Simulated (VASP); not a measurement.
Consider the following.

```
Cd3HgS4
1.0
    0.00102     5.83986     5.83564
    5.83986     0.00102     5.83564
    2.92044     2.92044     0.00000
Hg S Cd
1 4 3
Cartesian
  5.84089   5.84089  11.66923
  1.46022   1.46022   1.47559
  4.37136   1.46952   4.36742
  1.46952   4.37136   4.36742
  4.38066   4.38066   7.29435
  5.84497   8.75724   8.75370
  8.75724   5.84497   8.75370
  5.84089   5.84089   5.83939
```

Computed with PBEsol GGA, VASP's PBE PAW potentials (set 64) (plane waves; VASP). Numerical set-up: 400 eV cut-off, 4×4×7 Γ-centred mesh, tetrahedra with Blöchl corrections, potentials Hg S Cd.

Unless said otherwise, spin-orbit coupling is left out, though it shifts the bands of the heavy elements here.

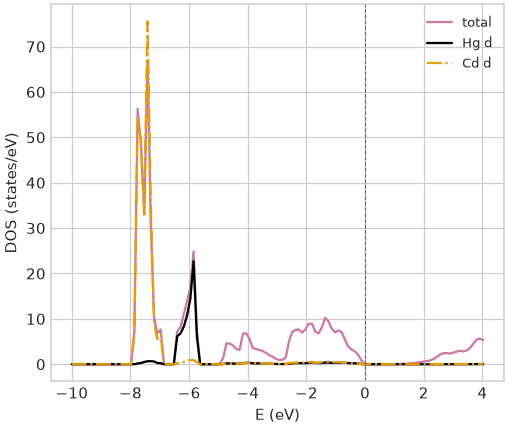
Figure. Total and projected density of states, zero at the valence-band maximum

Within 2 eV below the valence-band maximum the largest weight inside VASP's projection spheres is S p.

The gap is direct, 0.53 eV, from the valence maximum at Γ to the conduction minimum at Γ.

The structure was generated: Cd3HgS4 was put into an ordered model structure (Amm2), which need not be its known phase. It was relaxed first.
